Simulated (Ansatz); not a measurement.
**A small benchmark: atomisation enthalpy at 298 K**

8 molecules with two or more fluorines; the atomisation enthalpy at 298 K in kJ/mol, computed less measured. Shapes, held fixed at every level: PBE0-D4/def2-TZVP. Flexible molecules stand in one conformer, not always the lowest. Thermal terms are harmonic and unscaled (PBE0-D4/def2-TZVP); the spin-orbit lowering of the free atoms is taken from their spectra. Programs: Ansatz 0.2.0. Measured values: Active Thermochemical Tables, CRC Handbook of Chemistry and Physics, NIST-JANAF tables.

Levels: A = HF/def2-SVP; B = SPW92/def2-TZVPP; C = CCSD(T)/def2-SVP.

| molecule | from tabulated heats | A | B | C |
| --- | --- | --- | --- | --- |
| BF3 (boron trifluoride) | 1944 | -437 | +325 | -77 |
| PF3 (phosphorus trifluoride) | 1513 | -649 | +320 | -237 |
| B(OH)F2 (difluorohydroxyborane) | 2280 | -565 | +394 | -98 |
| CBr2F2 (dibromodifluoromethane) | 1484 | -631 | +428 | -132 |
| SO2F2 (sulfuryl fluoride) | 1693 | -1110 | +535 | -410 |
| SiF4 (silicon tetrafluoride) | 2382 | -726 | +330 | -258 |
| C2Cl3F3 (1,1,2-trichlorotrifluoroethane) | 2753 | -1034 | +745 | -188 |
| C3H4F4O (SMILES OCC(F)(F)C(F)F) | 4651 | -1428 | +976 | -228 |

Question: Sum up the errors.

Answer: 
```
           level                   kind  mean error  mean absolute error  worst case
     HF/def2-SVP           Hartree–Fock      -822.5                822.5     C3H4F4O
SPW92/def2-TZVPP                    LDA      +506.6                506.6     C3H4F4O
CCSD(T)/def2-SVP  coupled cluster or CI      -203.5                203.5       SO2F2
```

On this set CCSD(T)/def2-SVP has the smallest mean absolute error and HF/def2-SVP the largest. HF/def2-SVP is too low in 8 of 8; SPW92/def2-TZVPP is too high in 8 of 8; CCSD(T)/def2-SVP is too low in 8 of 8. The heats of SO2F2, C2Cl3F3, C3H4F4O come from older tables and can be uncertain by 10 kJ/mol or more. The molecules' own spin-orbit binding is left out, so errors for heavy halides read too negative. Heats of the atoms come from ATcT where it has them, that of boron, 570 kJ/mol, from recent work. The levels differ in basis as well as in method. With so many references in doubt the order of the levels isn't settled. The tabulated value of B(OH)F2 is in doubt (older tables, estimates, or at odds with other calculations) and kept here. Over the 7 molecules whose values aren't doubted the mean absolute errors are A 859.3; B 522.7; C 218.6. Hartree–Fock lacks correlation and underbinds. Correlated wave functions converge slowly with the basis. Relativity is left out for Br. Outer-core shells of Br are correlated, in sets that cover them unevenly. The set is small.

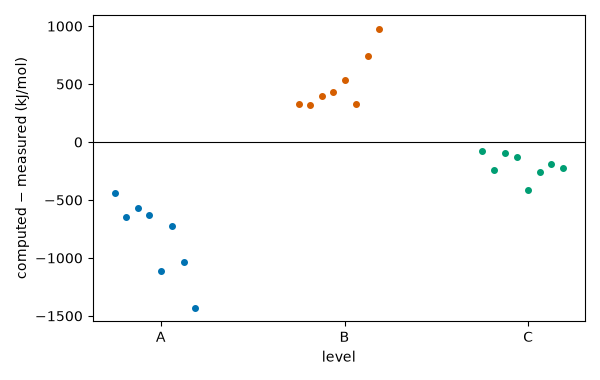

Errors of each level, one point a molecule.
